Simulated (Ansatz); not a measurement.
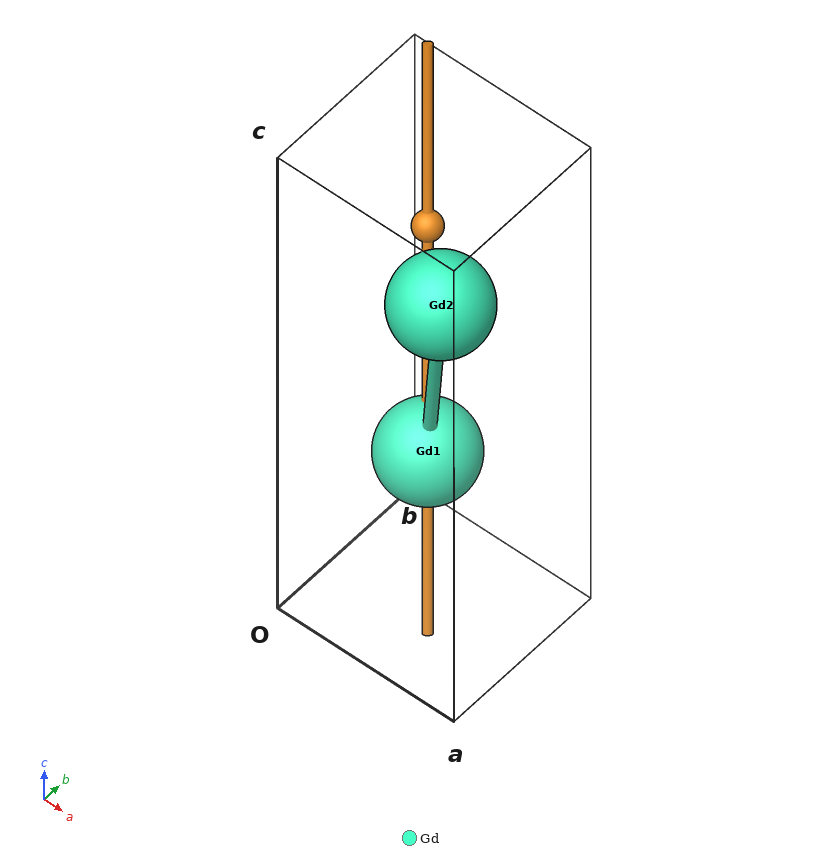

The coloured rod is the axis of a symmetry operation of the crystal, the small sphere its inversion point. Crystal: Gd, the input geometry of an electronic-structure calculation (not necessarily at equilibrium). The drawing is computed from the coordinates (standard cell, symmetry found to 0.002 Å).

a = 3.627 Å, b = 3.627 Å, c = 5.785 Å, α = 90.00°, β = 90.00°, γ = 120.00°.

```json
{"atom": "Gd1", "x": "0.3333", "y": "0.6667", "z": "0.2500"}
{"atom": "Gd2", "x": "0.6667", "y": "0.3333", "z": "0.7500"}
```

Take the operation x, y, z → −y+1, x−y+1, −z+3/2.

Q: What kind of operation is it, and where does it lie?

A: It is a −6 rotoinversion axis with its inversion point at (1/3, 2/3, 3/4), along [0 0 1].

Q: Onto which atom does it carry each atom (up to whole multiples of a, b and c)?

A: Gd1 → Gd1, Gd2 → Gd2.
